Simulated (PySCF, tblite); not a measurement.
# C₇H₃O₂ radical: geometry, infrared bands and EPR parameters

What infrared bands and EPR parameters should C₇H₃O₂ radical (`C#Cc1[c]ccc(=O)o1`) show?

The runs use tblite 0.8.0 and PySCF 2.14.0, with density-fitted response routines of our own; the level of theory stands in each step. All values are computed, except where a source is named. Atoms are numbered from 0 throughout.

**1. Starting geometry**

12 atoms, charge 0, multiplicity 2; geometry from: force field or distance geometry start.

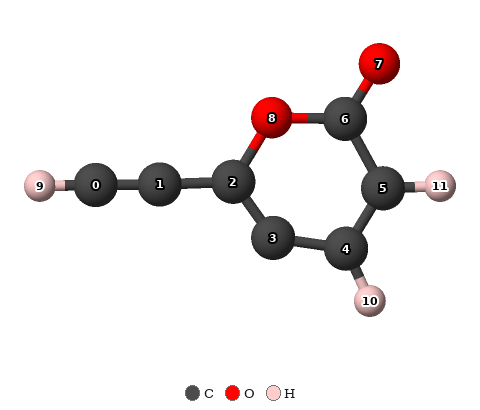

The starting geometry (carbon dark grey, oxygen red, hydrogen pink), atoms numbered.

**2. Relaxing the molecule with GFN2-xTB**

Job settings and geometry (Å):

```
{"job": {"kind": "relax", "xc": "GFN2-xTB", "basis": "xTB"}, "charge": 0, "multiplicity": 2}
C      2.722900     1.606300     1.389800
C      1.766100     1.045200     0.902500
C      0.675300     0.364200     0.359300
C     -0.086300     0.858900    -0.577600
C     -1.210700     0.389700    -1.257900
C     -1.583300    -0.835600    -0.872000
C     -0.810500    -1.545300     0.198500
O     -1.163000    -2.666300     0.551400
O      0.288200    -0.928100     0.779400
H      3.547400     2.109900     1.821400
H     -1.716100     0.964600    -2.032400
H     -2.428900    -1.364000    -1.288200
```

Started as:

```
OMP_NUM_THREADS=1 python probes_run.py task.json out
```

One launch serves the whole session: the jobs run in the order shown.

Output:

```text
step      E/eV     max force
  0    -665.13069    2.664
  1    -665.22339    3.167
  2    -665.28097    2.997
  3    -665.33533    1.490
  4    -665.37252    0.587
  5    -665.40608    0.550
  6    -665.42475    0.317
  7    -665.42812    0.150
  8    -665.43020    0.137
  9    -665.43178    0.138
 10    -665.43303    0.107
 11    -665.43379    0.078
 12    -665.43441    0.077
 13    -665.43517    0.091
 14    -665.43616    0.100
 15    -665.43730    0.105
 16    -665.43866    0.111
 17    -665.44051    0.149
 18    -665.44298    0.169
 19    -665.44531    0.151
 20    -665.44673    0.111
 21    -665.44765    0.076
 22    -665.44839    0.086
 23    -665.44893    0.076
 24    -665.44927    0.047
 25    -665.44943    0.044
 26    -665.44949    0.019
 27    -665.44954    0.024
 28    -665.44957    0.027
 29    -665.44959    0.016
 30    -665.44960    0.008
```

It took 0.1 s on 1 thread of AMD EPYC 9R45, shared host.

Relaxation path:

```csv
step,energy from step 0 (eV),largest force (eV/Å)
0,0.0000,2.6640
1,-0.0927,3.1672
2,-0.1503,2.9972
3,-0.2046,1.4897
4,-0.2418,0.5870
5,-0.2754,0.5502
6,-0.2941,0.3168
7,-0.2974,0.1495
8,-0.2995,0.1370
9,-0.3011,0.1382
10,-0.3023,0.1067
11,-0.3031,0.0785
12,-0.3037,0.0766
13,-0.3045,0.0906
14,-0.3055,0.1002
15,-0.3066,0.1045
16,-0.3080,0.1107
17,-0.3098,0.1486
18,-0.3123,0.1694
19,-0.3146,0.1514
20,-0.3160,0.1107
21,-0.3170,0.0761
22,-0.3177,0.0858
23,-0.3182,0.0763
24,-0.3186,0.0467
25,-0.3187,0.0436
26,-0.3188,0.0193
27,-0.3188,0.0241
28,-0.3189,0.0269
29,-0.3189,0.0156
30,-0.3189,0.0083
```

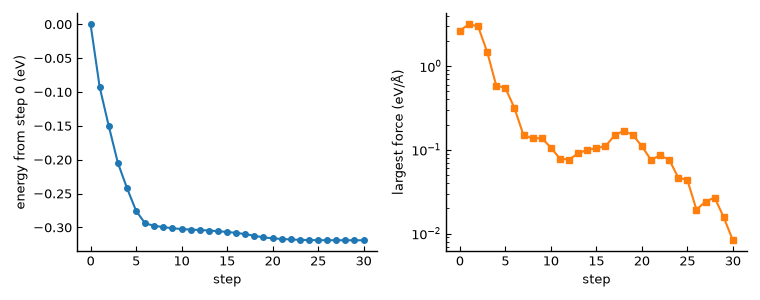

Energy and largest force along the relaxation.

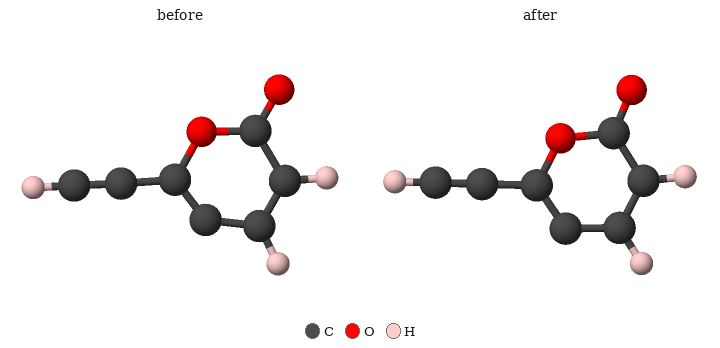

The geometry before (left) and after (right).

Close pairs (by a distance rule), those that changed most:

```csv
bond,before (Å),after (Å),change (Å)
C2–O8,1.413,1.360,-0.053
C5–C6,1.499,1.451,-0.048
C2–C3,1.305,1.344,+0.039
C4–C5,1.338,1.361,+0.024
C6–O7,1.227,1.205,-0.022
C1–C2,1.396,1.412,+0.016
C6–O8,1.388,1.376,-0.011
C0–C1,1.212,1.201,-0.010
```

The final coordinates are the input of the step that follows.

**3. Infrared spectrum with GFN2-xTB**

Job settings and geometry (Å):

```
{"job": {"kind": "ir", "xc": "GFN2-xTB", "basis": "xTB"}, "charge": 0, "multiplicity": 2}
C      2.698564     1.502724     1.436822
C      1.740696     1.016010     0.899643
C      0.617058     0.432845     0.275143
C     -0.120226     1.007111    -0.690842
C     -1.221120     0.392932    -1.276472
C     -1.555320    -0.851958    -0.838704
C     -0.784690    -1.508988     0.200853
O     -1.009653    -2.606819     0.643584
O      0.285329    -0.811079     0.712600
H      3.534648     1.937958     1.899098
H     -1.789594     0.888203    -2.050249
H     -2.394495    -1.399625    -1.237504
```

Output:

```text
mode    cm-1     km/mol
  1     105.8      1.89
  2     121.1      1.39
  3     163.2      6.05
  4     262.1      0.26
  5     372.5      0.81
  6     386.6      1.03
  7     435.6      0.77
  8     498.4      0.58
  9     514.5      9.37
 10     535.5      0.01
 11     658.3     23.69
 12     668.3      7.66
 13     674.7      7.17
 14     692.6     13.99
 15     782.2     63.20
 16     884.3     32.68
 17     899.9      0.51
 18     944.7     13.61
 19    1024.6     19.37
 20    1117.7      8.89
 21    1177.2     50.39
 22    1184.9     21.04
 23    1340.9      0.76
 24    1484.9    107.50
 25    1578.9     52.46
 26    1743.4    620.91
 27    2244.2     15.40
 28    3067.5      4.18
 29    3104.8      0.47
 30    3388.6     27.38
```

Wall time 0.2 s (1 thread of AMD EPYC 9R45, shared host).

Which atoms move in the most intense modes:

```csv
cm⁻¹,km/mol,atoms
658,23.7,"C6 32 %, H11 20 %, H9 13 %"
782,63.2,"H11 33 %, C6 23 %, H10 18 %, C5 17 %"
884,32.7,"O8 50 %, C5 25 %"
1177,50.4,"C2 47 %, C6 18 %, H11 12 %"
1485,107.5,"C4 43 %, C5 34 %, C3 12 %"
1579,52.5,"C2 38 %, C3 38 %, C5 13 %"
1743,620.9,"C6 62 %, O7 36 %"
3389,27.4,"H9 86 %, C0 13 %"
```

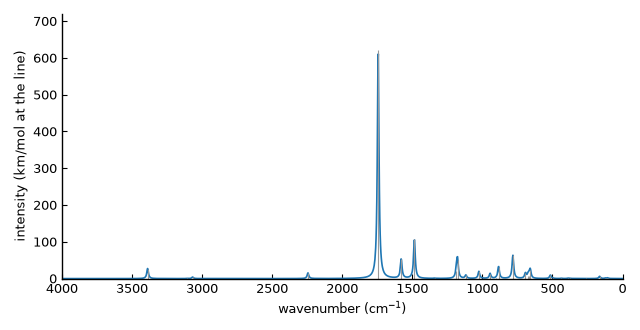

The infrared spectrum from these modes, unscaled. Lines are broadened to a width of 14 cm⁻¹ (Lorentzian).

**4. EPR parameters: B3LYP/pcH-1**

Settings changed since step 3:

```diff
@@ -1,2 +1,2 @@
-{"job": {"kind": "ir", "xc": "GFN2-xTB", "basis": "xTB"}, "charge": 0, "multiplicity": 2}
+{"job": {"kind": "epr", "basis": "pcH-1"}, "charge": 0, "multiplicity": 2}
 C      2.698564     1.502724     1.436822
```

Method: UKS B3LYP, pcH-1 on C H O, non-relativistic, mean-field spin-orbit, GIAO.

Output:

```text
UKS, coarse grid
  cycle   1  E = -418.64232490  |g| = 7.18e-01
  cycle   2  E = -415.80709917  |g| = 2.09e+00
  cycle   3  E = -418.61483818  |g| = 6.43e-01
  cycle   4  E = -418.82250653  |g| = 1.83e-01
  cycle   5  E = -418.82862302  |g| = 1.57e-01
  cycle   6  E = -418.83905355  |g| = 5.22e-02
  cycle   7  E = -418.84028488  |g| = 1.94e-02
  cycle   8  E = -418.84045463  |g| = 6.94e-03
  cycle   9  E = -418.84048348  |g| = 2.83e-03
  cycle  10  E = -418.84049185  |g| = 1.69e-03
  cycle  11  E = -418.84049636  |g| = 9.82e-04
UKS, final grid
  cycle   1  E = -418.84050667  |g| = 1.44e-03
  cycle   2  E = -418.84050481  |g| = 2.98e-03
  cycle   3  E = -418.84050888  |g| = 3.89e-04
  cycle   4  E = -418.84050936  |g| = 4.05e-04
  cycle   5  E = -418.84050997  |g| = 2.14e-04
  cycle   6  E = -418.84051001  |g| = 6.15e-05
  cycle   7  E = -418.84051002  |g| = 4.41e-05
  cycle   8  E = -418.84051002  |g| = 1.91e-05
E = -418.84051002 Eh   <S^2> = 0.7621 (exact 0.7500)
g shifts (ppm)      1          2          3
  rmc          -171       -171       -171
  gc             35         11          2
  oz_so        -720        210        754
  total        -856         51        585
hyperfine (MHz)  atom isotope    a_iso     a_fc   dipolar eigenvalues
    0   13C      -2.15      -2.15     -7.08      3.23      3.85
    1   13C      18.82      18.82     -3.08      0.66      2.42
    2   13C      42.90      42.90    -19.09      1.57     17.52
    3   13C     480.33     480.33    -80.27    -57.70    137.98
    4   13C      12.31      12.31    -11.39     -2.95     14.34
    5   13C      43.79      43.79     -7.21      1.02      6.19
    6   13C      -2.95      -2.95     -1.60     -0.16      1.75
    7   17O      -0.90      -0.90     -1.04      0.25      0.79
    8   17O      -2.48      -2.48    -22.58      9.12     13.47
    9    1H       2.47       2.47     -1.13     -0.21      1.34
   10    1H      50.48      50.48     -7.03     -5.75     12.78
   11    1H      10.96      10.96     -3.11     -2.85      5.95
```

Run time: 33 s. Hardware: 1 thread of AMD EPYC 9R45, shared host; peak memory 1 GiB.

Principal g values 2.00146, 2.00237, 2.00290; g(iso) = 2.00225, against 2.00232 for a free electron.

Hyperfine couplings, nucleus by nucleus at this fixed geometry (no averaging over rotations):

```csv
nuclei,isotope,a(iso) (MHz),"a(iso) (G, at g = 2.0023)",largest dipolar term (MHz)
C3,13C,480.3,171.4,138.0
H10,1H,50.5,18.0,12.8
C5,13C,43.8,15.6,-7.2
C2,13C,42.9,15.3,-19.1
C1,13C,18.8,6.7,-3.1
C4,13C,12.3,4.4,14.3
H11,1H,11.0,3.9,6.0
C6,13C,-2.9,-1.1,1.8
O8,17O,-2.5,-0.9,-22.6
H9,1H,2.5,0.9,1.3
C0,13C,-2.1,-0.8,-7.1
O7,17O,-0.9,-0.3,-1.0
```

Mulliken spin populations:

```csv
atom,value (e)
C0,-0.03
C1,0.03
C2,-0.10
C3,1.03
C4,-0.06
C5,0.07
C6,-0.01
O7,0.00
O8,0.04
H9,0.00
H10,0.02
H11,0.01
```

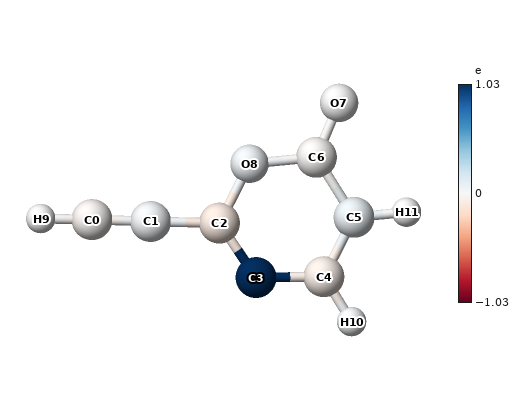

Mulliken spin populations, as colours on the atoms.

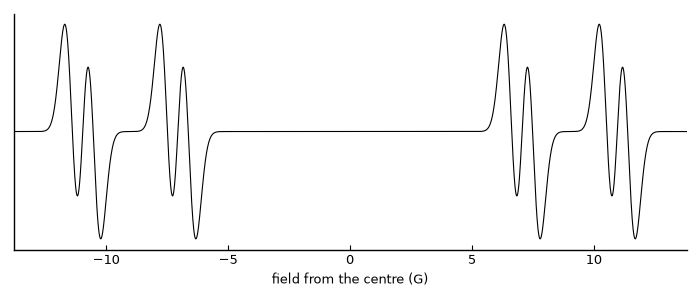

First-order isotropic spectrum (first derivative, main isotopes with spin only, couplings over 0.8 MHz, Gaussian width 0.3 G; couplings of the frozen geometry, rotation of groups not averaged beyond the rows shown).

Orbitals, density, ELF and potential are computed afterwards from the orbital file.

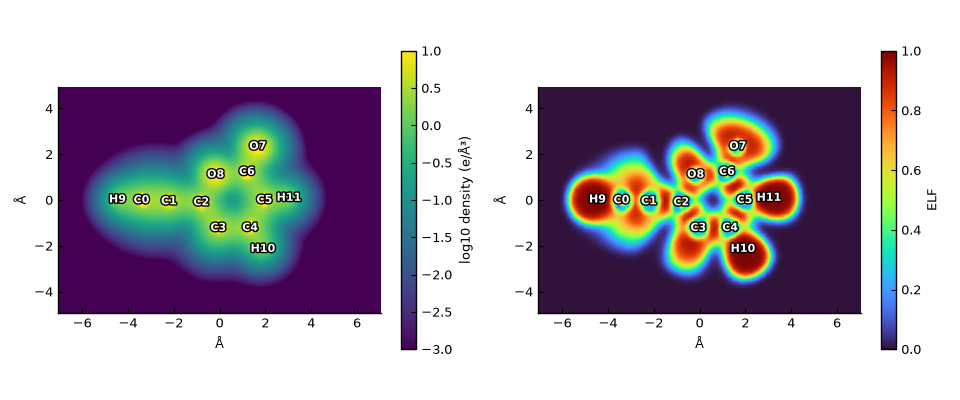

Density (left) and ELF (right) in a plane through or near 12 of the atoms.

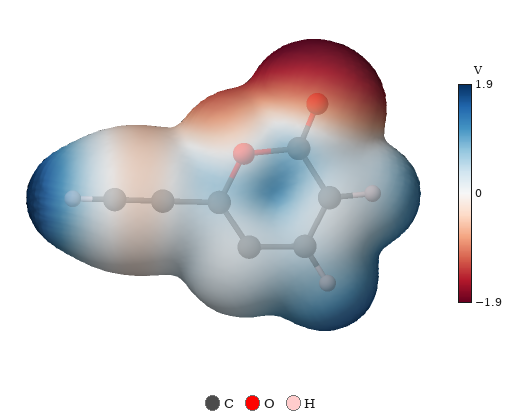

Electrostatic potential on the surface of density 0.002 e/bohr³; red is low, blue high. It runs from -1.86 V near O7 to 1.90 V near H9.

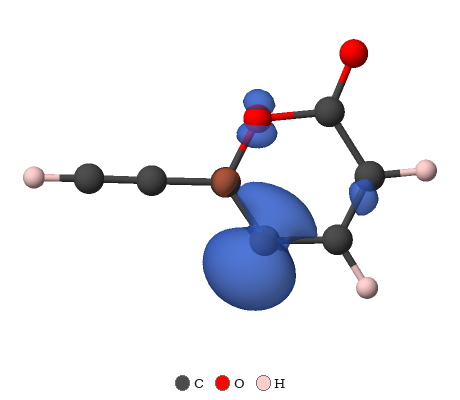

Spin density at ±0.05 e/Å³ (alpha excess blue, beta excess red).

**5. What came out**

```
                                 quantity                  value
strongest single infrared mode (GFN2-xTB)  1743 cm⁻¹, 621 km/mol
             zero-point energy (GFN2-xTB)          45.8 kcal/mol
                           g(iso) (B3LYP)                2.00225
                                     ⟨S²⟩     0.762 (exact 0.75)
                           largest a(iso)   13C on C3, 480.3 MHz
    surface potential, least and greatest     -1.86 V and 1.90 V
```

**Reading.** Relaxing lowered the energy by 0.319 eV in 30 steps; the close pair that moved most is C2–O8, from 1.413 to 1.360 Å. No mode is imaginary among the 30: a minimum at this level. The strongest single mode, at 1743 cm⁻¹, moves mainly C6 and O7. Unscaled tight-binding wavenumbers are off by several per cent, some by more. Its intensities can rank the bands wrongly. C3 carries the largest spin population, 1.03 e. The isotropic g lies 0.1 ppt below the free-electron value.
